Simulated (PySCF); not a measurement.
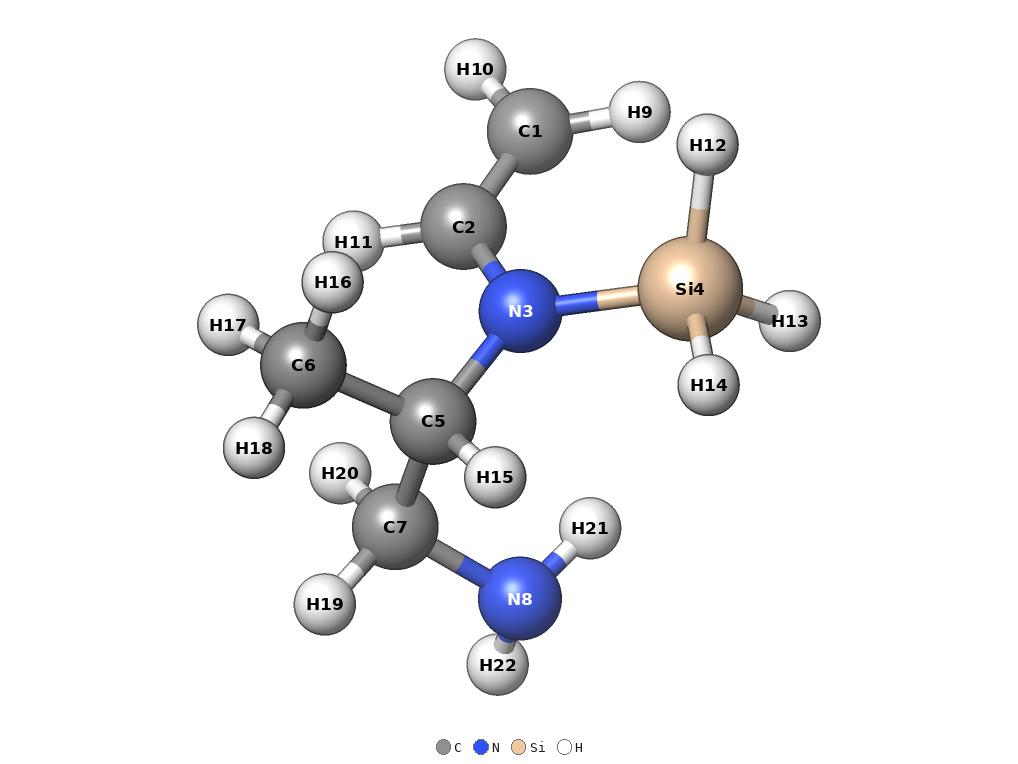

The computed structure is the end point of a GFN2-xTB optimisation. No frequency run is at hand to confirm it as a minimum. Electric field gradients from the ground-state density, PBE0/pcSseg-1 (PySCF 2.14.0), non-relativistic apart from any core potentials.

Give the largest field-gradient component, the quadrupole coupling constant and the asymmetry for 14N at N3 (Q = 20.44 mb), 14N at N8 (Q = 20.44 mb), 2H at H9 (Q = 2.86 mb), 2H at H10 (Q = 2.86 mb), 2H at H11 (Q = 2.86 mb), 2H at H12 (Q = 2.86 mb).

```csv
atom,V_zz (a.u.),e²qQ/h (MHz),η
N3,−0.911,−4.38,0.39
N8,−1.151,−5.53,0.13
H9,0.345,0.232,0.12
H10,0.346,0.233,0.09
H11,0.319,0.215,0.10
H12,0.160,0.107,0.02
```

The geometry is semi-empirical. Around Si such bond lengths and angles can be off by a tenth of an ångström or more and by several degrees, and values that hang on the shape move with them.
